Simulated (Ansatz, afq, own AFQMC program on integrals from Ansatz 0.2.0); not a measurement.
# AlSiH (triplet): quantum Monte Carlo beside coupled cluster at scale of all distances = 0.889, 6-31G, part 2 of 2

Ansatz 0.2.0, Gaussian basis, and an in-house AFQMC program (afq) on its integrals; all values are calculated; 6-31G, frozen cores. Earlier steps stand in the parts before.

### Step 12. CCSDT(Q) on UHF

File in.yaml:

```yaml
crystal:
  periodic: [false, false, false]
  atoms:
    - {symbol: Si, position_ang: [0.000000, -0.031969, 1.036051]}
    - {symbol: Al, position_ang: [0.000000, -0.010484, -1.088917]}
    - {symbol: H, position_ang: [0.000000, 1.171456, 0.280418]}
basis:
  gaussian: {orbitals: 6-31G}
magnetization: {spin_polarized: true, initial_magnetization: 2}
correlation: {method: ccsdt_q, electrons: outside_noble_gas}
```

Started as:

```console
> ansatz run in.yaml --threads 1 --pin off --events-out ev --progress --plain --max-ram 24576MiB --backend cuda --devices 0, --max-vram 18GiB
```

Standard output:

```text
Functional definition: HF
  name "HF"
  cite "Fock, Z. Phys. 61, 126 (1930) doi:10.1007/BF01340294"
  parent pbe
  exchange = exact_x
  correlation = 0
563 factors; integrals over basis functions are off by at most 1.2e-7 eV
mean field evaluation 1: about -14455.3866 eV, gradient 5.7e0 eV
mean field evaluation 2: about -14455.3933 eV, gradient 5.7e0 eV
mean field evaluation 4: about -14455.8872 eV, gradient 9.8e-1 eV
mean field evaluation 8: about -14455.9164 eV, gradient 8.7e-3 eV
mean field evaluation 16: about -14455.8785 eV, gradient 9.7e-1 eV
mean field evaluation 32: about -14454.8133 eV, gradient 5.2e0 eV
mean field evaluation 64: about -14453.0625 eV, gradient 2.9e-1 eV
mean field evaluation 96: about -14452.6485 eV, gradient 2.1e-1 eV
mean field evaluation 128: about -14452.4486 eV, gradient 1.7e-3 eV
mean field -14455.91640150 eV, -531.2451291832 hartree, gradient 1.4e-6 eV, S^2 2.040494; 8 other end points of the search recorded, 0 dependent functions left out
determinant -14455.91640150 eV, -531.2451291832 hartree, with singles and doubles -14458.38911279 eV, -531.3359996470 hartree
determinant -14453.73368810 eV, -531.1649159450 hartree, with singles and doubles -14456.36841826 eV, -531.2617404925 hartree
determinant -14453.04649317 eV, -531.1396619974 hartree, with singles and doubles -14455.77015432 eV, -531.2397546984 hartree
determinant -14452.70987966 eV, -531.1272916789 hartree, with singles and doubles -14454.87761453 eV, -531.2069544660 hartree
determinant -14452.64059079 eV, -531.1247453598 hartree, with singles and doubles -14455.45810993 eV, -531.2282872784 hartree
10 core orbitals not correlated: weight in the atoms' cores, before any rotation towards them, 1.000 or more for the frozen orbitals, at most 0.000 for the correlated occupied ones
reference -14455.91640150 eV, -531.2451291832 hartree; 5, 3 occupied and 13, 15 virtual orbitals, 563 factors
second order -1.79876063 eV of doubles, -0.00000000 eV of singles
cycle   1  -2.19911565 eV  change   -4.0e-1 eV  update   8.7e-2
cycle   2  -2.49497696 eV  change   -3.0e-1 eV  update   4.5e-2
cycle   3  -2.55952142 eV  change   -6.5e-2 eV  update   2.1e-2
cycle   4  -2.56281499 eV  change   -3.3e-3 eV  update   1.0e-2
cycle   5  -2.56811201 eV  change   -5.3e-3 eV  update   4.0e-3
cycle   6  -2.56762503 eV  change    4.9e-4 eV  update   2.0e-3
cycle   7  -2.56679008 eV  change    8.3e-4 eV  update   8.5e-4
cycle   8  -2.56740366 eV  change   -6.1e-4 eV  update   3.9e-4
cycle   9  -2.56741807 eV  change   -1.4e-5 eV  update   1.9e-4
cycle  10  -2.56727042 eV  change    1.5e-4 eV  update   8.9e-5
cycle  11  -2.56726486 eV  change    5.6e-6 eV  update   4.6e-5
cycle  12  -2.56728746 eV  change   -2.3e-5 eV  update   2.3e-5
cycle  13  -2.56730617 eV  change   -1.9e-5 eV  update   9.0e-6
cycle  14  -2.56730387 eV  change    2.3e-6 eV  update   4.1e-6
cycle  15  -2.56729996 eV  change    3.9e-6 eV  update   1.9e-6
cycle  16  -2.56729989 eV  change    6.4e-8 eV  update   8.2e-7
perturbative correction -0.00579158 eV, -0.0002128368 hartree
Total energy: -14458.48949298 eV, -531.3396885509 hartree
```

It took 6 s on 1 × NVIDIA H100 80GB HBM3 with 1 thread of AMD EPYC 7R13 (Zen 3), shared host; peak host memory 0.81 GiB.

From the report: ⟨S²⟩ of the determinant 2.040 (pure triplet: 2.00); correlation -2.5731 eV; T1 0.033; largest double amplitude 0.12.

### Step 13. CCSDTQ on UHF

in.yaml: that of step 12 with these lines changed.

```diff
@@ -9,2 +9,2 @@
 magnetization: {spin_polarized: true, initial_magnetization: 2}
-correlation: {method: ccsdt_q, electrons: outside_noble_gas}
+correlation: {method: ccsdtq, electrons: outside_noble_gas}
```

Same command.

Standard output:

```text
Functional definition: HF
  name "HF"
  cite "Fock, Z. Phys. 61, 126 (1930) doi:10.1007/BF01340294"
  parent pbe
  exchange = exact_x
  correlation = 0
563 factors; integrals over basis functions are off by at most 1.2e-7 eV
mean field evaluation 1: about -14455.3866 eV, gradient 5.7e0 eV
mean field evaluation 2: about -14455.3933 eV, gradient 5.7e0 eV
mean field evaluation 4: about -14455.8872 eV, gradient 9.8e-1 eV
mean field evaluation 8: about -14455.9164 eV, gradient 8.7e-3 eV
mean field evaluation 16: about -14455.8785 eV, gradient 9.7e-1 eV
mean field evaluation 32: about -14454.8133 eV, gradient 5.2e0 eV
mean field evaluation 64: about -14453.0625 eV, gradient 2.9e-1 eV
mean field evaluation 96: about -14452.6485 eV, gradient 2.1e-1 eV
mean field evaluation 128: about -14452.4486 eV, gradient 1.7e-3 eV
mean field -14455.91640150 eV, -531.2451291832 hartree, gradient 1.4e-6 eV, S^2 2.040494; 8 other end points of the search recorded, 0 dependent functions left out
determinant -14455.91640150 eV, -531.2451291832 hartree, with singles and doubles -14458.38911279 eV, -531.3359996470 hartree
determinant -14453.73368810 eV, -531.1649159450 hartree, with singles and doubles -14456.36841826 eV, -531.2617404925 hartree
determinant -14453.04649317 eV, -531.1396619974 hartree, with singles and doubles -14455.77015432 eV, -531.2397546984 hartree
determinant -14452.70987966 eV, -531.1272916789 hartree, with singles and doubles -14454.87761453 eV, -531.2069544660 hartree
determinant -14452.64059079 eV, -531.1247453598 hartree, with singles and doubles -14455.45810993 eV, -531.2282872784 hartree
10 core orbitals not correlated: weight in the atoms' cores, before any rotation towards them, 1.000 or more for the frozen orbitals, at most 0.000 for the correlated occupied ones
reference -14455.91640150 eV, -531.2451291832 hartree; 5, 3 occupied and 13, 15 virtual orbitals, 563 factors
second order -1.79876063 eV of doubles, -0.00000000 eV of singles
cycle   1  -2.19911651 eV  change   -4.0e-1 eV  update   8.7e-2
cycle   2  -2.50064987 eV  change   -3.0e-1 eV  update   4.5e-2
cycle   3  -2.56164631 eV  change   -6.1e-2 eV  update   2.2e-2
cycle   4  -2.56809296 eV  change   -6.4e-3 eV  update   1.0e-2
cycle   5  -2.57502355 eV  change   -6.9e-3 eV  update   4.3e-3
cycle   6  -2.57499808 eV  change    2.5e-5 eV  update   2.3e-3
cycle   7  -2.57333685 eV  change    1.7e-3 eV  update   9.9e-4
cycle   8  -2.57370196 eV  change   -3.7e-4 eV  update   4.7e-4
cycle   9  -2.57407978 eV  change   -3.8e-4 eV  update   2.3e-4
cycle  10  -2.57385563 eV  change    2.2e-4 eV  update   1.2e-4
cycle  11  -2.57388253 eV  change   -2.7e-5 eV  update   6.6e-5
cycle  12  -2.57386981 eV  change    1.3e-5 eV  update   3.1e-5
cycle  13  -2.57388576 eV  change   -1.6e-5 eV  update   1.5e-5
cycle  14  -2.57389138 eV  change   -5.6e-6 eV  update   6.3e-6
cycle  15  -2.57388688 eV  change    4.5e-6 eV  update   3.2e-6
cycle  16  -2.57388583 eV  change    1.1e-6 eV  update   1.5e-6
cycle  17  -2.57388565 eV  change    1.8e-7 eV  update   8.4e-7
Total energy: -14458.49028715 eV, -531.3397177361 hartree
```

Run time: 13 s. Hardware: 1 × NVIDIA H100 80GB HBM3 with 1 thread of AMD EPYC 7R13 (Zen 3), shared host; peak host memory 0.83 GiB.

From the report: ⟨S²⟩ of the determinant 2.040 (pure triplet: 2.00); correlation -2.5739 eV; T1 0.033; largest double amplitude 0.12.

### Step 14. Phaseless AFQMC, CISD trial on UHF

It reads the integrals that the CCSD(T) run on this determinant wrote.

Started as:

```console
> afq ham --method phaseless --trial cisd --walkers 4000 --populations 20 --least-time 60 --time-step 0.005 --steps-per-block 50 --equilibration-blocks 28 --max-blocks 4000 --target-error 0.00017 --factor-cut 1e-05 --start spin_pure --seed 7659 --release-times 0.24,0.51,0.99,1.62,2.4 --release-step 0.03 --release-every 3 --taylor-order 6
```

Standard output:

```text
orbitals 18  electrons 5 3  factors 114 of 310
reference energy -531.24512510 Eh
CCSD correlation -0.09084869 Eh in 12 cycles, weight of the determinant in the CISD state 0.8836
energy of the start -531.335416 Eh
 block  time / (1/Eh)  mean weight  energy / Eh
     1     0.250  1.0000  -531.334999
     2     0.500  1.0000  -531.335179
     3     0.750  0.9999  -531.335559
     4     1.000  1.0000  -531.336087
     5     1.250  1.0001  -531.336555
     6     1.500  1.0000  -531.337009
     7     1.750  1.0000  -531.337481
     8     2.000  0.9999  -531.337786
     9     2.250  1.0000  -531.338035
    10     2.500  0.9999  -531.338302
    11     2.750  0.9999  -531.338493
    12     3.000  0.9999  -531.338365
    13     3.250  1.0000  -531.338686
    14     3.500  1.0000  -531.338699
    15     3.750  1.0000  -531.339022
    16     4.000  1.0000  -531.338922
    17     4.250  1.0000  -531.338797
    18     4.500  1.0000  -531.338772
    19     4.750  0.9999  -531.338792
    20     5.000  0.9999  -531.338865
    21     5.250  1.0000  -531.339256
    22     5.500  1.0000  -531.339198
    23     5.750  1.0001  -531.339372
    24     6.000  0.9999  -531.339199
    25     6.250  1.0000  -531.339244
    26     6.500  0.9999  -531.339210
    27     6.750  1.0001  -531.339347
    28     7.000  0.9999  -531.339381
    29     7.250  1.0001  -531.339487
    30     7.500  0.9999  -531.339564
    31     7.750  1.0000  -531.338944
    32     8.000  1.0001  -531.339516
    33     8.250  0.9999  -531.339590
    34     8.500  0.9999  -531.339960
    35     8.750  0.9999  -531.339364
    36     9.000  1.0001  -531.339443
    37     9.250  1.0002  -531.339526
    38     9.500  1.0000  -531.339380
    39     9.750  0.9999  -531.339117
    40    10.000  1.0000  -531.339174
    41    10.250  1.0000  -531.339124
    42    10.500  1.0000  -531.338755
    43    10.750  0.9998  -531.338713
    44    11.000  0.9998  -531.339250
    45    11.250  1.0000  -531.339142
    46    11.500  1.0001  -531.339217
    47    11.750  0.9999  -531.339336
    48    12.000  0.9999  -531.339161
    49    12.250  1.0000  -531.338979
    50    12.500  1.0000  -531.338940
    51    12.750  0.9999  -531.339061
    52    13.000  1.0001  -531.339123
    53    13.250  1.0001  -531.338946
    54    13.500  1.0000  -531.338915
    55    13.750  0.9999  -531.339058
    56    14.000  0.9999  -531.338876
    57    14.250  1.0001  -531.339121
    58    14.500  1.0000  -531.339018
    59    14.750  1.0000  -531.338921
    60    15.000  1.0000  -531.339139
    61    15.250  1.0001  -531.339089
    62    15.500  1.0000  -531.339057
    63    15.750  1.0000  -531.339206
    64    16.000  0.9999  -531.339224
    65    16.250  0.9999  -531.339232
    66    16.500  0.9999  -531.339067
    67    16.750  1.0001  -531.339016
    68    17.000  1.0000  -531.339384
    69    17.250  1.0001  -531.339253
    70    17.500  1.0000  -531.339227
    71    17.750  1.0000  -531.339092
    72    18.000  0.9998  -531.339142
    73    18.250  1.0001  -531.339136
    74    18.500  1.0000  -531.338860
    75    18.750  1.0000  -531.338629
    76    19.000  1.0000  -531.339012
    77    19.250  0.9999  -531.338850
    78    19.500  0.9999  -531.338983
error from the spread of 20 populations
released: time / (1/Eh)  energy / Eh  error  mean overlap
  0.24  -531.339234  0.000055  1.0010
  0.51  -531.339361  0.000049  0.9982
  0.99  -531.339421  0.000042  0.9988
  1.62  -531.339492  0.000035  0.9993
  2.40  -531.339597  0.000044  0.9964
energy -531.339146 +/- 0.000060 Eh
```

Run time: 31 s. Hardware: 1 × NVIDIA H100 80GB HBM3 with 2 threads of AMD EPYC 7R13 (Zen 3), shared host; peak host memory 1.5 GiB.

Energy -14458.4747 ± 0.0016 eV. Caveats: constraint bias not in the error.

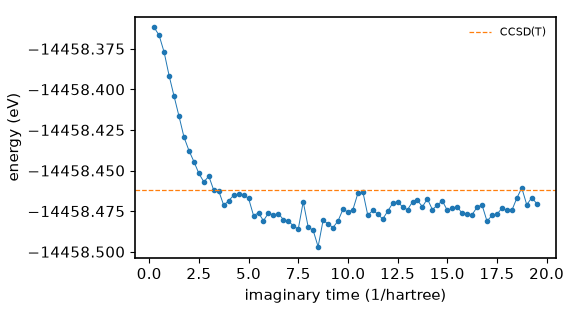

Block energies along the walk.

### Step 15. AFQMC on the ladder

The full CI on restricted orbitals is not used as the yardstick for these unrestricted rows.

On the UHF determinant, counted from CCSDTQ (a yardstick, not exact):

```csv
level,energy (eV),from CCSDTQ (kJ/mol),statistical error (kJ/mol),time
HF,-14455.9163,+248.4,,
MP2,-14457.7150,+74.8,,
CCSD,-14458.3884,+9.8,,
CCSD(T),-14458.4621,+2.7,,
CCSDT(Q),-14458.4895,+0.1,,
CCSDTQ,-14458.4903,0.0,,
"Phaseless AFQMC, CISD trial, step 0.005, 4000 walkers",-14458.4747,+1.5,0.2,31 s
```

The functionals' totals stand on their own zeros and serve differences with other points: PBE -14477.887 eV; r2SCAN -14484.038 eV; PBE0 -14479.143 eV; B3LYP -14486.625 eV; wB97M-V -14484.421 eV; B2PLYP -14478.145 eV.

### Step 16. What came out

The summary covers parts 1 to 2.

```
                                      quantity              value
                    CCSD(T) on UHF from CCSDTQ        +2.7 kJ/mol
Phaseless AFQMC, CISD trial on UHF from CCSDTQ  +1.5 ± 0.2 kJ/mol
```

On UHF the phaseless walk with the CISD trial lies +1.5 kJ/mol from CCSDTQ, 10 times its error bar. Error bars are statistical and leave out the constraint, the time step and what remains of the start.
